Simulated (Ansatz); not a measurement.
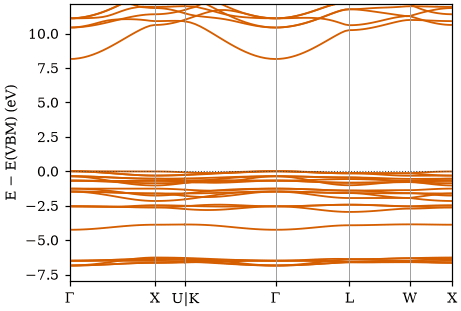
Band structure from r²SCAN in the plane-wave PAW code Ansatz

Question: Read off the gap and where the band edges lie.

Answer: About 8.2 eV (8.15 eV by a search for the band edges); maximum at Γ, minimum at Γ.

Question: Pick the material that matches.
(A) LiCl, rock salt
(B) KF, rock salt
(C) Rb2NaAlF6, Fm-3m (Rb on 8c, Na on 4b, Al on 4a, F on 24e)

Answer: C, Rb2NaAlF6, Fm-3m (Rb on 8c, Na on 4b, Al on 4a, F on 24e)

The workflow started from a Materials Project entry (that database holds measured and hypothetical structures alike); the Crystallography Open Database copy checked does not list it. Its standing as an ambient phase is unchecked. The cell was relaxed with r²SCAN under the symmetry of its start; its stability against distortions is not shown here. Spin–orbit coupling is left out wherever it is not named.

Potentials: the later of the program's two PAW sets.
